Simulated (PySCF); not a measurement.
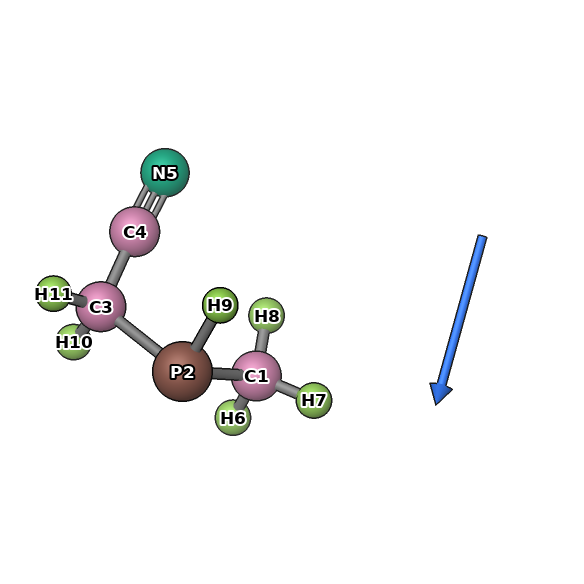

The arrow beside the molecule shows the direction of the dipole moment, from the negative to the positive end (its length means nothing). The computed structure is the end point of a GFN2-xTB optimisation. No frequency run is at hand to confirm it as a minimum. Method: CAM-B3LYP/def2-SVPD, gas phase (PySCF 2.14.0).

Q: How large is the dipole moment?

A: 3.02 D; it points from the side of N5 to the side of P2, H6 (the outermost atoms at the two ends).

The geometry is semi-empirical. Around P such bond lengths and angles can be off by a tenth of an ångström or more and by several degrees, and values that hang on the shape move with them.
